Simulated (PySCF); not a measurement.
CH₂BBrN₂, SMILES `N#CB(N)Br`.

Level of theory: def2-SVP basis (PySCF), at a geometry from GFN2-xTB. No frequency check shows the geometry to be a minimum. GFN2-xTB bond lengths at metals and heavier atoms can be off by up to 0.1 Å and shapes distorted, which carries into these values.

Coordinates in Å:

```
N1      -2.7353    1.1157    0.0000
C2      -1.8237    0.4199    0.0000
B3      -0.5929   -0.4884    0.0000
N4      -0.7315   -1.8617    0.0000
Br5      1.1355    0.2850    0.0000
H6      -1.6194   -2.3356    0.0000
H7       0.0529   -2.4951    0.0000
```

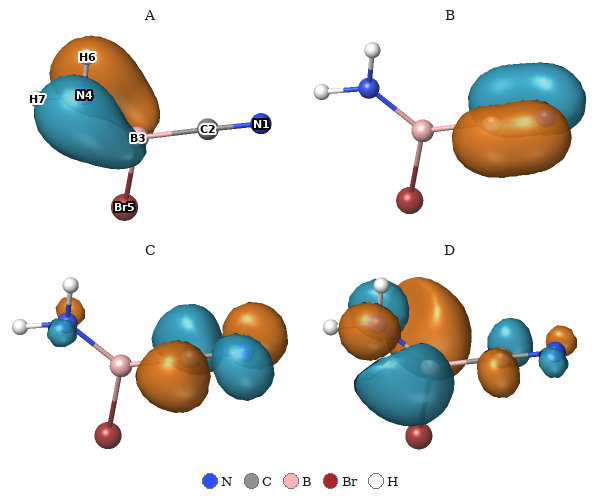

Natural orbitals of the π active space, CASSCF(4,4), singlet state, in order of falling occupation. The active space holds only one of the two perpendicular π systems.

What are the natural occupation numbers?

A 1.97, B 1.93, C 0.07, D 0.02.

How multiconfigurational is the state?

The leading determinant weighs 0.95; the effective number of unpaired electrons, Σ n²(2−n)², is 0.04; the most occupied of the weakly occupied orbitals holds 0.07 e, as in an ordinary closed-shell π system. The active space lowers the energy by 1.17 eV against Hartree–Fock.

Where does the lowest triplet lie relative to the singlet, at this geometry and within this active space?

6.59 eV above it by strongly contracted NEVPT2 (+5.84 eV by CASSCF); a small basis tends to put such gaps a few tenths of an eV too high. This is a vertical energy for π states alone; a state that uses lone pairs or σ orbitals may lie lower.
